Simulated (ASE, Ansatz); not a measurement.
# Convergence of a linear-scaling basis for twisted 1T-PtSe2 bilayer, 87.80° (78 atoms), part 3 of 3

Wanted: errors and times of a linear-scaling basis for twisted 1T-PtSe2 bilayer, 87.80° (78 atoms). A setting counts as converged where the r.m.s. difference of forces stays under 1 % of the r.m.s. force.

Ansatz 0.2.0; Kohn-Sham DFT, PBE+D4, PAW (set soft_2, large core), plane waves.

The cell: 26 Pt and 52 Se. Beside vacuum, support functions can miss their usual error bounds without a warning. Only the Γ point is sampled, in a cell whose shortest periodic width is 12 Å. Spin–orbit coupling is left out.

So far. Step 8 (Support functions medium, spacing 0.263 Å): Forces differ from the reference by 2.1 meV/Å r.m.s., 1.2 % of their size, over a tolerance of 1 %; the energy by -2.2 meV/atom. It took 86 s and 18 cycles; the reference's time can't be set against it, since the two runs asked for unlike analyses. Step 9 (With accuracy = "medium" and crystal.symmetry.detect = …): Forces differ from the reference by 0.001 meV/Å r.m.s., 5.0e-4 % of their size.

**11. What the reference run shows**

With the settings judged, the reference run is read for its physics.

Length of the force by element:

```
element  coordination  atoms  mean length of the force (eV/Å)  spread   least   most
     Pt           all     26                            0.339   0.120  0.0911  0.591
     Se           all     52                            0.263   0.106  0.0217  0.565
```

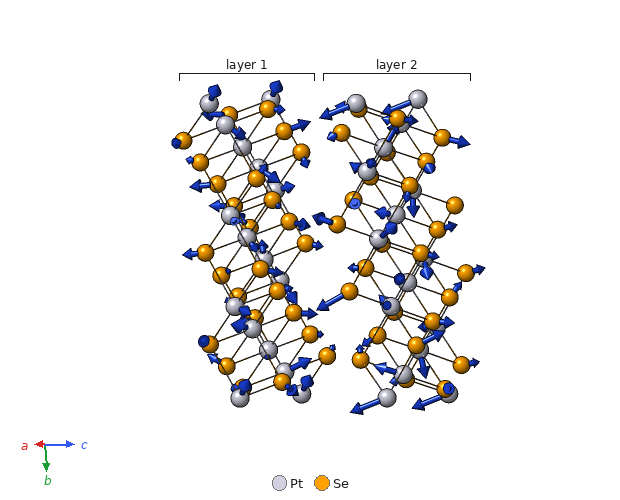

Forces as arrows; the longest in the cell is 0.591 eV/Å. Some periodic images of atoms are drawn too.

Löwdin charges by element (they lack the spilled electrons, 0.075 e an atom on average):

```
element  coordination  atoms  mean charge (e)  spread   least    most
     Pt           all     26            0.623  0.0023   0.618   0.628
     Se           all     52           -0.200  0.0088  -0.217  -0.173
```

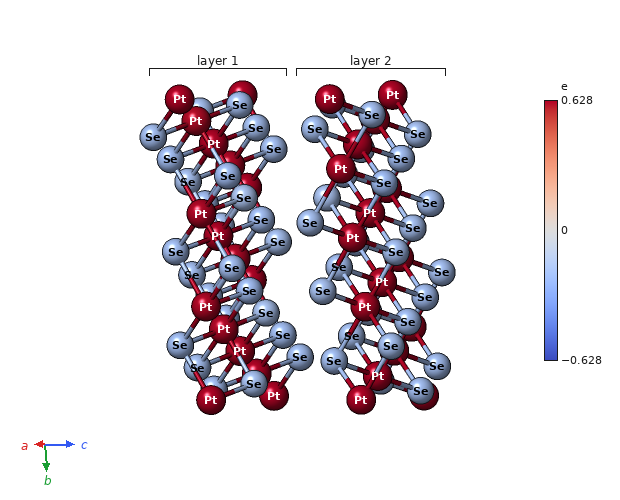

Atoms coloured by Löwdin charge. Some periodic images of atoms are drawn too.

By region:

```
 region  atoms  mean length of the force (eV/Å)
layer 1     39                            0.273
layer 2     39                            0.303
```

Density of states as counts of states in windows of 1 eV (from the Fermi level), total and the larger projections:

```
from (eV)  to (eV)  total  Se p  layer 2  layer 1  Pt d  Se s
      -14      -13   69.4   1.2     34.6     34.7   6.1  60.3
      -13      -12    9.7   0.1      4.9      4.8   0.7   8.9
      -12       -7    0.0   0.0      0.0      0.0   0.0   0.0
       -7       -6   34.0  18.7     16.7     16.9   9.7   0.7
       -6       -5  100.4  43.0     49.8     49.7  51.3   3.3
       -5       -4  101.6  45.0     50.2     50.3  49.5   3.1
       -4       -3   74.6  14.2     37.0     37.0  56.5   1.5
       -3       -2   41.8  18.8     20.7     20.6  20.6   0.8
       -2       -1   91.8  60.5     45.1     45.0  27.8   1.0
       -1        0   23.8  20.8     11.7     11.8   2.3   0.2
        0        1   15.2   8.8      7.3      7.3   5.0   0.9
        1        2   80.8  51.8     38.8     38.8  23.7   1.9
        2        3    8.0   5.6      4.0      3.9   2.3   0.0
        3        4    2.0   0.2      0.6      0.6   0.0   0.3
```

Between -26 and -14 eV lie 25 more states.

The stored curve holds about 572 of the 780 electrons; the rest, give or take the few that broadening carries across the Fermi level, lie in deeper levels below its range.

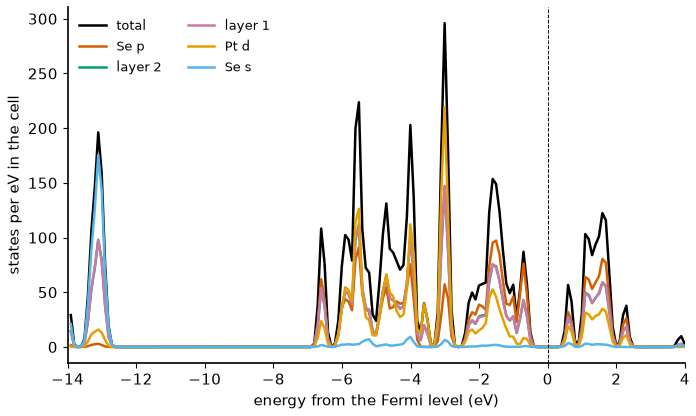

Total and projected density of states, with the broadening of the input.

The levels nearest the highest filled one (over half full), pooled over k-points and spins:

```
level less the highest filled one (eV)  occupation
                                -0.112           2
                               -0.0798           2
                               -0.0776           2
                               -0.0646           2
                               -0.0561           2
                                     0           2
                                  1.18           0
                                  1.20           0
                                  1.21           0
                                  1.22           0
                                  1.22           0
                                  1.23           0
```

Planar average of the electrostatic potential energy along the normal, with the Fermi level as zero, after a running mean with a triangular window 4 Å wide at its base:

```
height (Å)  potential energy (eV)
       0.0                   4.95
       0.9                   4.95
       1.8                   4.95
       2.7                   4.95
       3.6                   4.93
       4.5                   4.62
       5.4                   2.41
       6.3                  -2.43
       7.2                  -7.84
       8.1                 -10.58
       9.0                  -9.51
       9.9                  -5.46
      10.8                  -0.78
      11.5                  -0.41
      12.4                  -4.54
      13.3                  -9.02
      14.2                 -10.70
      15.1                  -8.47
      16.0                  -3.44
      16.9                   1.76
      17.8                   4.44
      18.7                   4.91
      19.6                   4.95
      20.5                   4.95
      21.4                   4.95
      22.3                   4.95
```

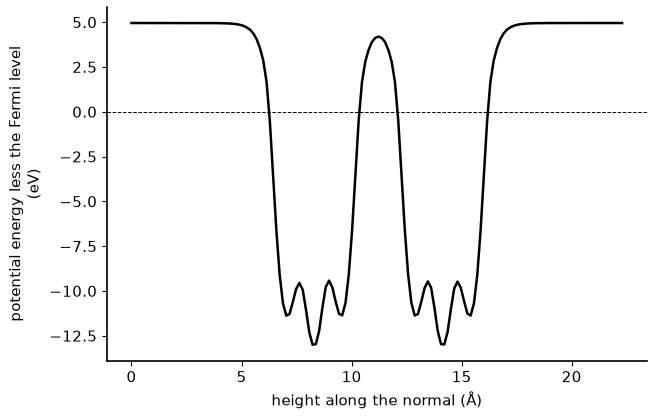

Planar average of the electrostatic potential energy; the dashed line is the Fermi level.

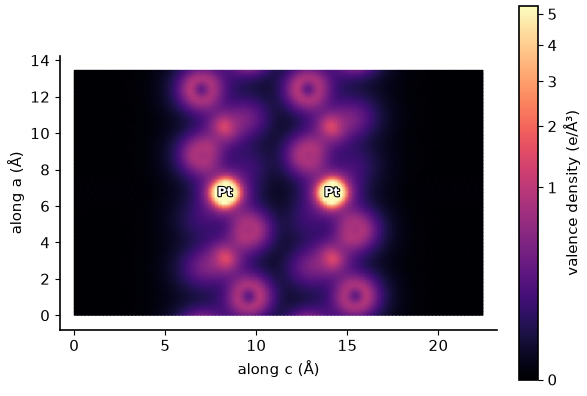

Valence density in the ca plane at fractional y = 0.001, with atoms of Pt within 0.2 Å of it. It is the smooth field of the valence electrons, not physical close to the nuclei. The map starts off the cell's origin, so that atoms lie inside it. The colour scale is stretched toward low values.

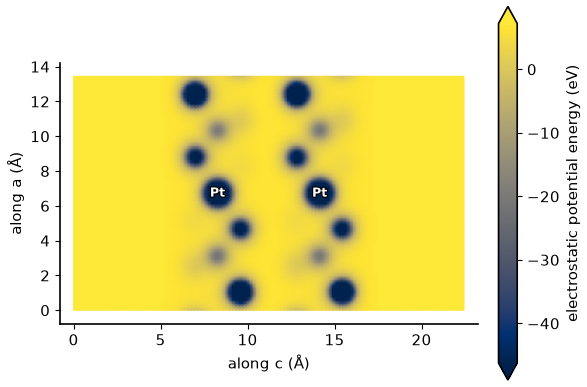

Electrostatic potential energy in the ca plane at fractional y = 0.001, with atoms of Pt within 0.2 Å of it. With pseudopotentials it is smooth inside the atoms' cores, unlike the true potential. The map starts off the cell's origin, so that atoms lie inside it.

Mean Löwdin charges: Pt +0.62, Se -0.20 e (they miss 0.75 % of the electrons, so they add up to more than the cell's charge). The largest share in the top eV of filled states is Se p (77 % of the projected weight), and in the lowest eV of empty states Se p (65 % of the projected weight). The potential stands 5.53 eV above the highest filled level over the upper face and 5.54 eV under the lower one, a reading of the ionisation potential at this level on the run's k-points.

**12. Structure statistics**

Bonds and neighbours are counted at the geometry of the runs.

Normalised to the volume that the atoms fill. Pair distribution functions g(r), in bins of 0.2 Å:

```
r (Å)  total  Se-Se  Se-Pt  Pt-Pt
 2.40   0.63   0.00   1.42   0.00
 2.60   4.64   0.00  10.45   0.00
 2.80   0.00   0.00   0.00   0.00
 3.00   0.00   0.00   0.00   0.00
 3.20   0.02   0.05   0.00   0.00
 3.40   1.58   3.55   0.00   0.00
 3.60   0.06   0.14   0.00   0.00
 3.80   3.73   5.70   0.00  10.85
 4.00   0.00   0.00   0.00   0.00
 4.20   0.14   0.32   0.00   0.00
 4.40   1.02   0.12   2.17   0.00
 4.60   0.80   0.02   1.78   0.00
 4.80   0.19   0.12   0.29   0.00
 5.00   0.87   1.73   0.23   0.00
 5.20   0.19   0.10   0.32   0.00
 5.40   0.04   0.00   0.10   0.00
 5.60   0.25   0.19   0.37   0.00
 5.80   2.16   0.26   4.58   0.06
 6.00   0.24   0.29   0.16   0.38
 6.20   1.20   2.18   0.38   0.56
 6.40   1.42   2.15   0.01   4.16
 6.60   0.32   0.35   0.31   0.27
 6.80   0.21   0.23   0.19   0.25
 7.00   0.26   0.28   0.19   0.48
 7.20   0.33   0.40   0.29   0.23
 7.40   1.16   1.46   0.37   3.17
 7.60   0.29   0.25   0.29   0.38
 7.80   1.40   0.32   2.79   0.19
```

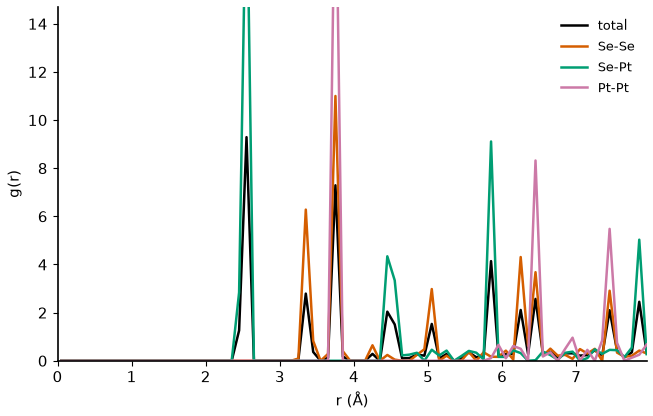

Pair distribution functions, with peaks cut at 14.

Bonds by pair of elements; cutoffs follow the first minimum of g(r), held within bounds set by covalent radii, and pairs that aren't listed don't count as bonded:

```
pair A-B  cutoff (Å)  bonds  mean length (Å)  spread (Å)  shortest (Å)  B about A  A about B
   Se-Pt        2.93    156             2.52       0.014          2.48          3          6
```

How many atoms have how many bonded neighbours:

```
element  mean   3   6
     Pt     6   0  26
     Se     3  52   0
```

For some of the pairs, g(r) has its first main peak near 2.52 Å (Se-Pt) and 3.73 Å (Pt-Pt). By these cutoffs all Pt atoms have 6 and all Se atoms have 3 bonded neighbours.

Local excerpt of 13 atoms (numbers count through the whole input) about Pt49, which bears the longest force; x, y, z are measured from there.

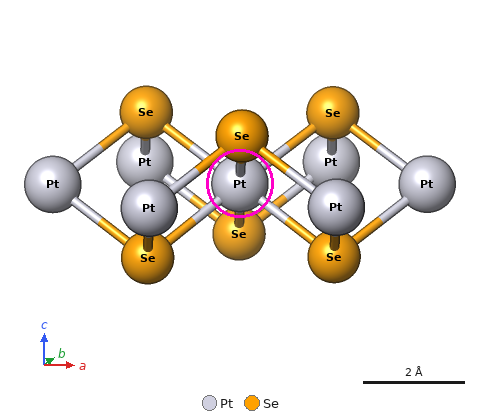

The atoms of the table, within 3.7 Å (arrows a, b, c point along x, y, z); some may hide others; the central atom is ringed.

```
atom      x      y      z  distance (Å)  bonds  Löwdin charge (e)      Fx      Fy  Fz (eV/Å)
Pt49   0.00   0.00   0.00          0.00      6               0.63  -0.003   0.217     -0.550
Se68   0.53  -2.07   1.27          2.48      3              -0.19  -0.024  -0.203      0.413
Se50   1.55   1.49   1.26          2.50      3              -0.19   0.025   0.092      0.400
Se59  -2.06   0.62   1.28          2.50      3              -0.20  -0.121   0.037      0.232
Se60  -1.54  -1.47  -1.34          2.52      3              -0.20  -0.041  -0.155     -0.017
Se51   2.06  -0.59  -1.32          2.52      3              -0.20   0.106   0.032     -0.169
Se78  -0.51   2.10  -1.33          2.53      3              -0.19  -0.192  -0.104     -0.158
Pt67  -1.02  -3.57  -0.02          3.71      6               0.62  -0.145  -0.015     -0.088
Pt52   1.04   3.57  -0.03          3.72      6               0.62   0.063   0.359      0.034
Pt58  -3.62  -0.87  -0.01          3.72      6               0.62   0.152  -0.128     -0.388
Pt61   3.62   0.91  -0.02          3.73      6               0.62   0.108  -0.060     -0.203
Pt40   2.60  -2.68  -0.01          3.73      6               0.62  -0.071   0.011     -0.229
Pt76  -2.57   2.71  -0.03          3.73      6               0.62  -0.174  -0.150      0.043
```

The column of bonds counts only the pairs Se-Pt within 2.93 Å; other neighbours, such as metal atoms beside each other in a compound, aren't counted, and periodic images can show an atom twice.

**13. What came out**

```
free energy per atom                             : -5893.9165 eV/atom
r.m.s. force component                           : 0.1793 eV/Å
gap (highest filled to lowest empty level) : 1.185 eV
potential in mid-vacuum, over the Fermi level    : 4.952 eV
wall time of the 8 DFT runs                      : 9.7 min
```

**Reading.** Against plane waves at 420 eV, the forces differ by 1.4 meV/Å (0.78 %) with support functions medium. At 78 atoms the fastest of the runs at a preset level, support functions low, takes roughly 2.5 times the time of plane waves (whose run also made extra analyses, so the like-for-like ratio is larger), in 16 SCF cycles against 14. Differences between support functions and plane waves include what basis error the plane-wave run still has. As the typed spacing goes from 0.263 to 0.411 Å, the force difference goes from 2.1 to 137 meV/Å, and the time from 86 s to 49 s.

The highest filled and lowest empty levels differ by 1.18 eV at Γ alone; the mesh holds the band edges only if they fold onto it, so the gap at this level can be narrower or closed. The potential stands 5.53 eV above the highest filled level over the upper face and 5.54 eV under the lower one, a reading of the ionisation potential at this level on the run's k-points. With the cutoffs above, all Pt atoms have 6 and all Se atoms have 3 bonded neighbours.

What to keep in mind: The geometry was built by rule, was displaced at random and isn't relaxed at this level: its force components are 0.18 eV/Å r.m.s.

[Logs are printed without paths, hosts, clocks, repeated set-up lines and the standing remarks that a program may print on its own settings, such as how far it seeks lower states.]

[Hosts, paths, dates, database ids (printed as entryN), source tags and the programs' standing remarks are cut or masked in the printed files.]
